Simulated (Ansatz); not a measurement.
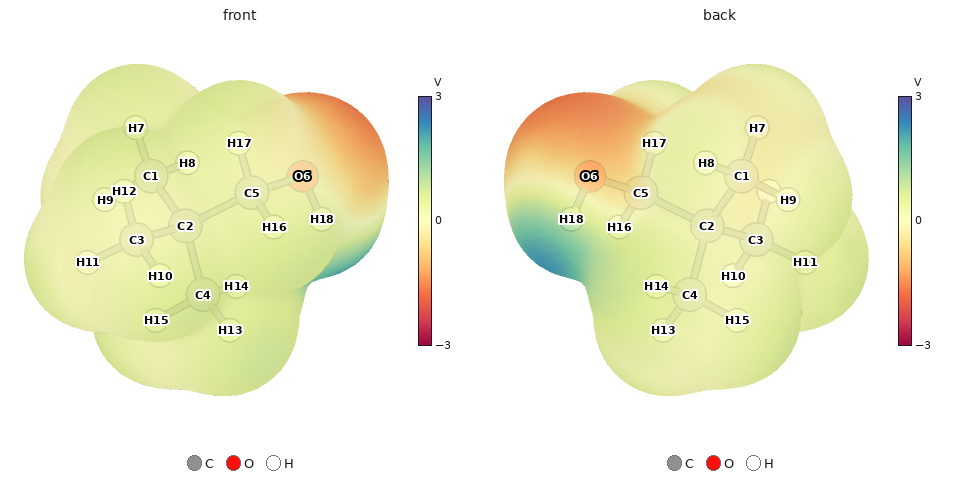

Figure. C$_{5}$H$_{12}$O (SMILES CC(C)(C)CO). The molecular electrostatic potential painted on the density surface at 0.002 e/bohr³, seen from the front and from behind; red is negative and blue positive.

Geometry: PBE0-D4/def2-TZVP.

These are results of RKS PBE0-D4/def2-TZVPP in Ansatz, not measurements.

Input

```
crystal:
  periodic: [false, false, false]
  atoms:
    - {symbol: C, position_ang: [-0.341712, -1.384150, 0.649448]}
    - {symbol: C, position_ang: [0.138037, -0.083255, 0.015936]}
    - {symbol: C, position_ang: [1.631694, 0.098452, 0.260304]}
    - {symbol: C, position_ang: [-0.135538, -0.104699, -1.485103]}
    - {symbol: C, position_ang: [-0.585912, 1.102083, 0.659703]}
    - {symbol: O, position_ang: [-1.989687, 1.074085, 0.523080]}
    - {symbol: H, position_ang: [-0.102474, -1.409817, 1.716368]}
    - {symbol: H, position_ang: [-1.423310, -1.490127, 0.546197]}
    - {symbol: H, position_ang: [0.136370, -2.246615, 0.177011]}
    - {symbol: H, position_ang: [2.001117, 1.021122, -0.197052]}
    - {symbol: H, position_ang: [2.197993, -0.734454, -0.164481]}
    - {symbol: H, position_ang: [1.853718, 0.140425, 1.330545]}
    - {symbol: H, position_ang: [0.162465, 0.837254, -1.956670]}
    - {symbol: H, position_ang: [-1.194080, -0.279407, -1.698869]}
    - {symbol: H, position_ang: [0.424103, -0.909334, -1.968869]}
    - {symbol: H, position_ang: [-0.173064, 2.038074, 0.254822]}
    - {symbol: H, position_ang: [-0.392502, 1.099901, 1.736394]}
    - {symbol: H, position_ang: [-2.207211, 1.230461, -0.398765]}
basis:
  gaussian: {orbitals: def2-TZVPP}
hamiltonian: {xc: pbe0, dispersion: d4}
output: {orbitals: {seedname: orbitals}}
```

Run with:

```sh
ansatz run in.yaml --threads 2 --pin off --events-out ev --progress --plain --max-ram 22528MiB --backend cuda --devices 0, --max-vram 18GiB
```

**Where is the surface potential most negative and most positive?**

The most negative region (about −1.6 V) lies over O6, the most positive (about +2.2 V) over H18. O6 is the likeliest acceptor of a hydrogen bond.
